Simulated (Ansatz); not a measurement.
## Electronic structure of CH5AlFN···H2 in real space

The calculation's input:

```
crystal:
  periodic: [false, false, false]
  atoms:
    - { symbol: Al, position_ang: [-0.135824, 0.69171, 0.1345] }
    - { symbol: "N", position_ang: [1.518627, 0.227802, 0.847235] }
    - { symbol: C, position_ang: [-0.817081, 0.066642, -1.561946] }
    - { symbol: F, position_ang: [-1.00798, 1.784749, 1.044526] }
    - { symbol: H, position_ang: [-0.080203, -1.299437, 1.576835] }
    - { symbol: H, position_ang: [-0.709271, -1.613167, 1.658591] }
    - { symbol: H, position_ang: [2.209881, -0.358363, 0.387532] }
    - { symbol: H, position_ang: [1.928019, 0.662776, 1.670545] }
    - { symbol: H, position_ang: [-1.718589, -0.557183, -1.437079] }
    - { symbol: H, position_ang: [-1.109798, 0.921217, -2.195564] }
    - { symbol: H, position_ang: [-0.07778, -0.526646, -2.125275] }
basis:
  gaussian: { orbitals: def2-SVP }
hamiltonian:
  xc: r2scan
relax:
  f_tol: 0.03
  max_steps: 50
output:
  orbitals: {}
```

Run with:

```sh
ansatz run input.yaml --threads 2 --pin off --max-ram 3072MiB --backend cpu --events-out ev --progress --plain --runs-dir out
```

The fields are those of the run's last geometry, not of the input's.

Level of theory: RKS r2SCAN/def2-SVP in Ansatz 0.2.0.

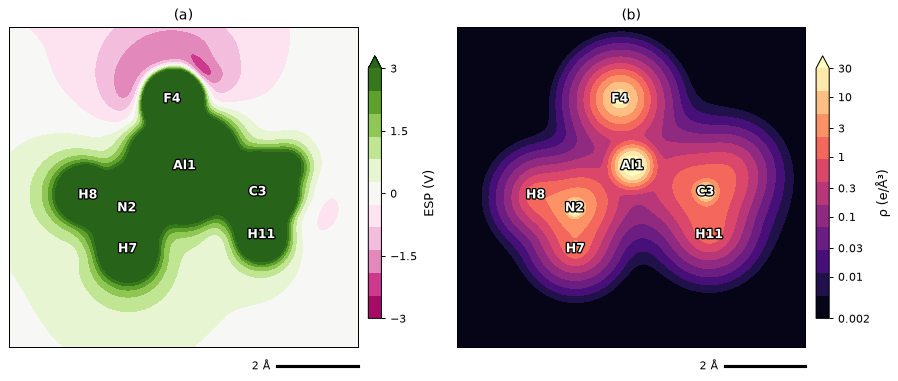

Figure 1. (a) electrostatic potential; (b) total electron density on the plane of atoms Al1, N2 and H8.

> What do the fields say about this system?

- Atoms in the plane: Al, N, C, F and H.
- Al–F (1.68 Å): ρ at the midpoint is about 0.77 e/Å³.
- Al–N (1.77 Å): ρ is about 0.81 e/Å³ halfway.
- C–Al (1.94 Å): the density is about 0.73 e/Å³ at the midpoint.
- N–H (1.01 Å): the density is about 2.7 e/Å³ at the midpoint.
- C–H (1.10 Å): ρ is about 1.8 e/Å³ halfway.
- Outside the dense part of the complex the potential is most negative (−2.2 V) near F4.

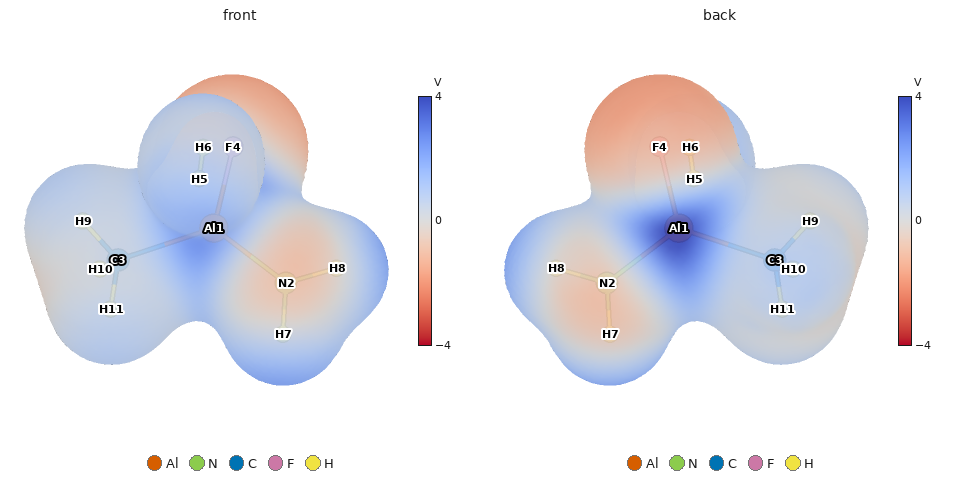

Figure 2. The molecular electrostatic potential painted on the density surface at 0.004 e/bohr³, seen from the front and from behind; the colour scale runs from red (negative) to blue (positive).

> Where is the surface potential most negative and most positive?

The most negative region (about −1.8 V) lies over F4, the most positive (about +3.7 V) over Al1.

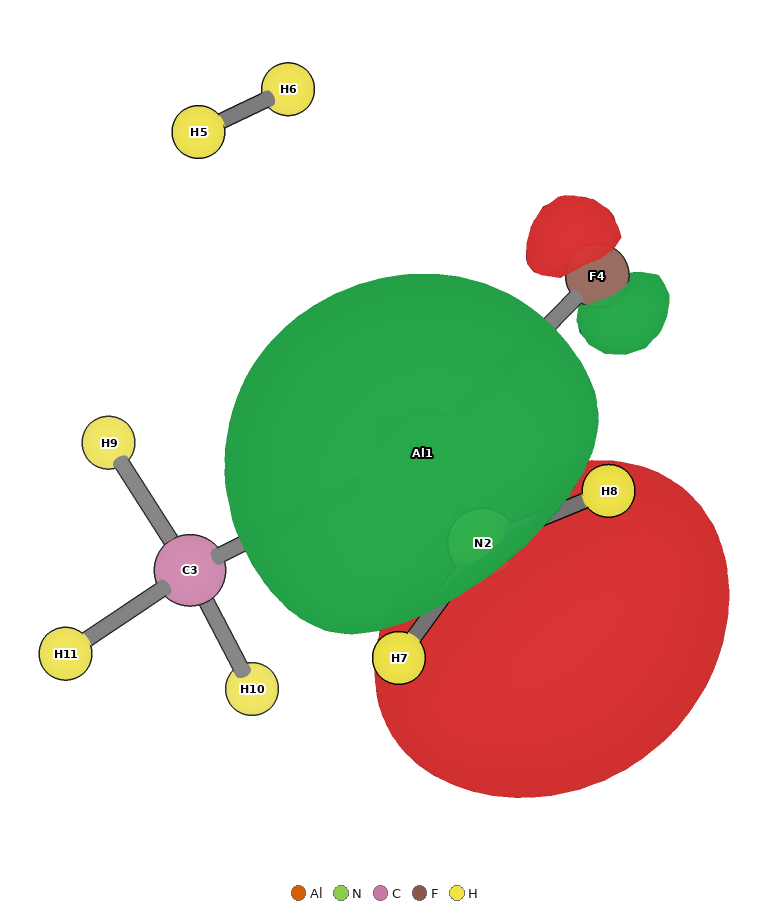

Figure 3. The HOMO at ±0.1 Å⁻³ᐟ² (green and red are the two phases), seen at an oblique angle.

> What is the character of this orbital?

It lies mainly on N2 (about 75 %); largely a lone pair of N2. Its energy is −6.07 eV.

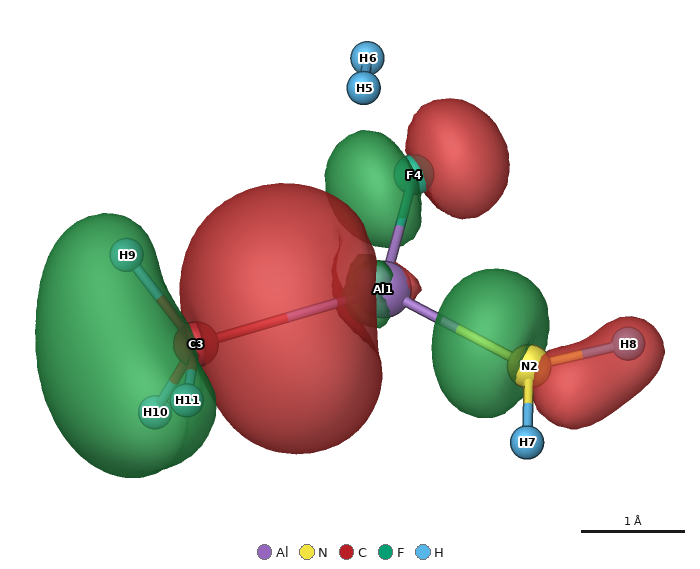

Figure 4. The HOMO−1 at ±0.1 Å⁻³ᐟ² (green and red are the two phases), seen across its widest extent.

> What is the character of this orbital?

By Hirshfeld shares it lies mainly on C3 (about 50 %), Al1 (about 20 %), F4 (about 10 %) and N2 (about 5 %). Its energy is −7.37 eV.
